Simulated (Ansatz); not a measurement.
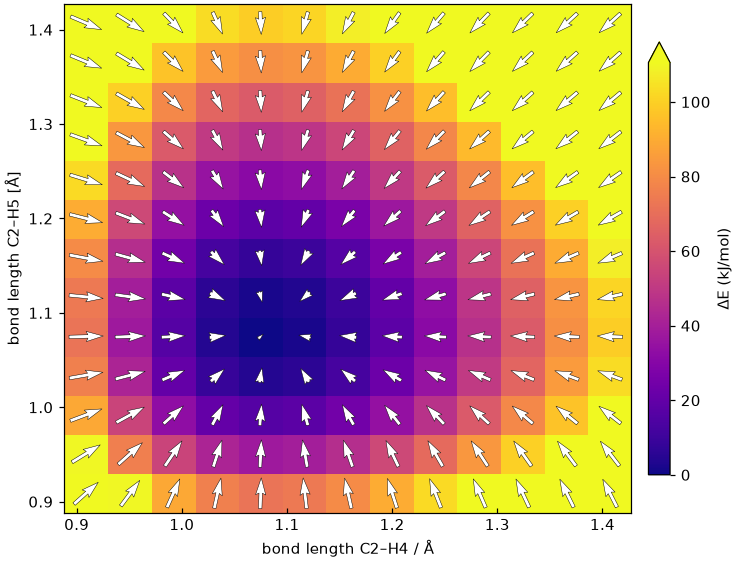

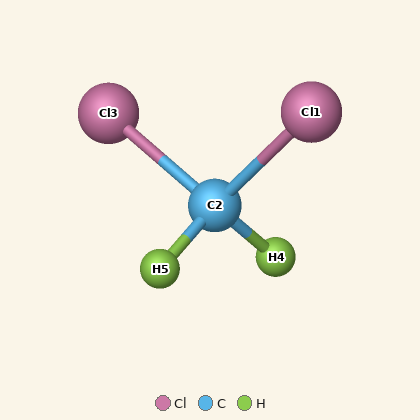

Energy landscape of CH₂Cl₂, SMILES ClCCl. Coordinates scanned: (1) bond length C2–H4; (2) bond length C2–H5. Nothing is relaxed (all other coordinates rigid). The scan uses a 13 × 13 grid; 91 points were computed and 78 follow by symmetry. All energies are given in kJ/mol relative to the lowest grid point. All numbers below come from RKS CAM-B3LYP-D4/def2-TZVP (Ansatz 0.2.0).

The picture shows one coloured cell a grid point, arrows along the force (downhill), their lengths compressed, one colour for all values above the top of the scale. The second picture is the structure at the lowest point.

**Where are the wells?**

The lowest grid point is at bond length C2–H4 = 1.075 Å, bond length C2–H5 = 1.075 Å. No other kind of well shows on this grid. The highest grid point, bond length C2–H4 = 1.407 Å, bond length C2–H5 = 1.407 Å, lies 201 kJ/mol above the lowest. Round the minimum the contours are nearly round: the two directions are equally stiff and uncoupled.

Time for the 91 points that were run: 4.8 min on 1 thread of Arm Neoverse V2, with other jobs on the host.
